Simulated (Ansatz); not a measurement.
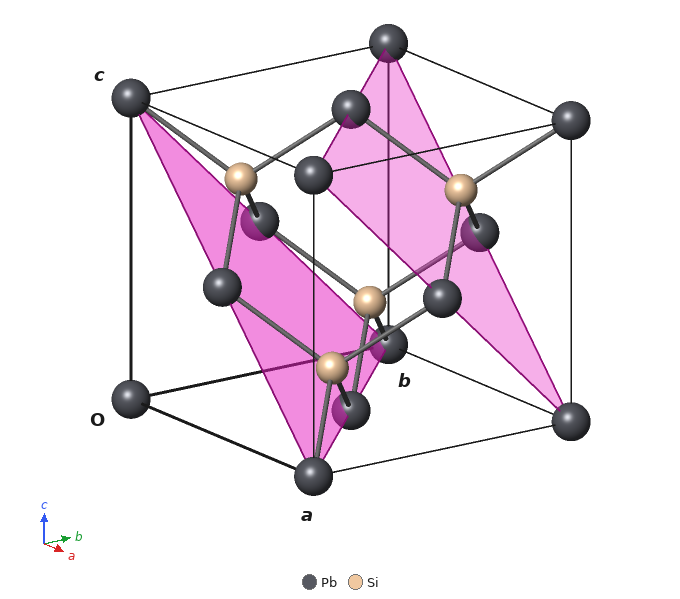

Crystal: SiPb, the end point of a relaxation with DFT, PBE, PAW with Ansatz's default frozen-core files, scalar-relativistic in Ansatz 0.2.0; the starting structure was generated, so it need not be a known form of this composition. Every member of one family of equally spaced planes, hx + ky + lz = a whole number, that cuts the unit cell is shaded (one member passes through the origin O, touching the cell only at an edge or corner). The drawing is computed from the coordinates (standard cell, symmetry found to 0.002 Å).

a = 6.288 Å, b = 6.288 Å, c = 6.288 Å, α = 90.00°, β = 90.00°, γ = 90.00°.

Q: What are the Miller indices?

A: (1 1 1); the opposite sign names the same planes. The member next to the origin meets the axes a at 1, b at 1, c at 1.

Q: What is the spacing?

A: d = 3.631 Å.

Q: Which atoms of the cell lie in these planes (within 0.03 Å)?

A: all 4 Pb.
